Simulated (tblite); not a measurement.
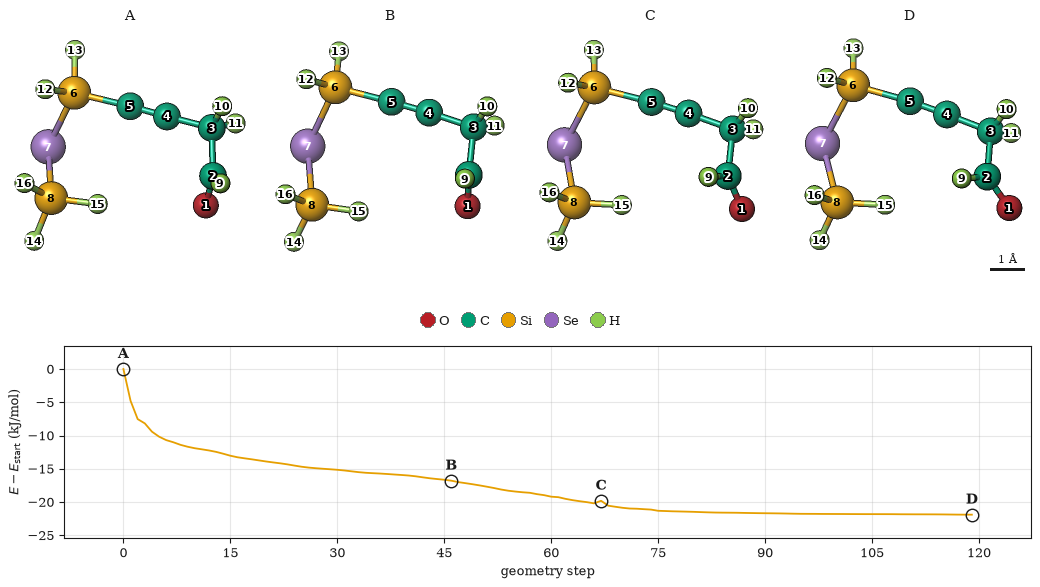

Frames of a relaxation of C$_{4}$H$_{8}$OSeSi$_{2}$, marked on the history of the run. A ball-and-stick model, seen at a tilt.

Method: GFN2-xTB geometry optimisation, gas phase (tblite 0.8.0). 

Describe the path.

Answer. The energy falls by 21.9 kJ/mol in 119 geometry steps. H9 moves most after the best rigid fit: 1.19 Å. Largest moves by element: H 1.19 Å, O 0.89 Å, Se 0.39 Å, Si 0.26 Å, C 0.18 Å. Some distances before and after: C5–Si6 1.816 → 1.846 Å, C3–H11 1.118 → 1.093 Å, Si6–Se7 2.282 → 2.306 Å, C2–H9 1.084 → 1.107 Å. Among the angles between lasting bonds that change: Si6–Se7–Si8 91.1° → 102.3°, H12–Si6–H13 109.1° → 114.8°, C3–C2–H9 118.7° → 113.3°. Groups turn about C2–C3 by about 70°. From step 0 to 46: H9 moves most (0.49 Å), energy −16.8 kJ/mol. From step 46 to 67: O and H atoms move most (0.51 Å), energy −3.02 kJ/mol. From step 67 to 119: O1 moves most (0.35 Å), energy −2.09 kJ/mol.
